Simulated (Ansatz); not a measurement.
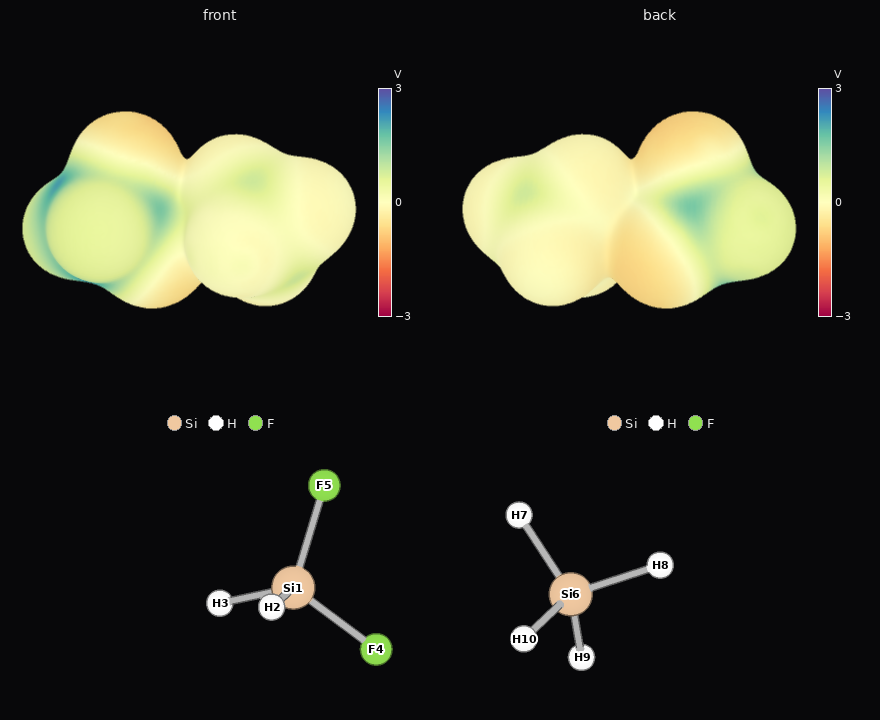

Figure. F₂H₂Si···SiH₄. The electrostatic potential painted on the density surface at 0.002 e/bohr³, seen from the front and from behind; red is negative and blue positive. The bare structure is drawn below in the same view.

The calculation used Ansatz, RKS PBE/def2-SVP.

The calculation's input:

```
crystal:
  periodic: [false, false, false]
  atoms:
    - { symbol: Si, position_ang: [0.399335, -0.072591, -0.091947] }
    - { symbol: H, position_ang: [0.499312, 0.089634, 1.366005] }
    - { symbol: H, position_ang: [1.68621, 0.037203, -0.843362] }
    - { symbol: F, position_ang: [-0.605326, 1.0717, -0.6811] }
    - { symbol: F, position_ang: [-0.254198, -1.529938, -0.412687] }
    - { symbol: Si, position_ang: [-2.74109, 0.084741, 1.28351] }
    - { symbol: H, position_ang: [-2.842042, -0.657014, -0.01427] }
    - { symbol: H, position_ang: [-3.52421, -0.657119, 2.33281] }
    - { symbol: H, position_ang: [-3.301612, 1.468615, 1.132113] }
    - { symbol: H, position_ang: [-1.335679, 0.164769, 1.729728] }
basis:
  gaussian: { orbitals: def2-SVP }
hamiltonian:
  xc: pbe
relax:
  f_tol: 0.03
  max_steps: 50
output:
  orbitals: {}
```

Launched as:

```sh
ansatz run input.yaml --threads 2 --pin off --max-ram 3072MiB --backend cpu --events-out ev --progress --plain --runs-dir out
```

The fields are those of the run's last geometry, not of the input's.

Q: Describe the electrostatic potential map.

A: The most negative region (about −0.8 V) lies over F5, the most positive (about +2.0 V) over Si1.
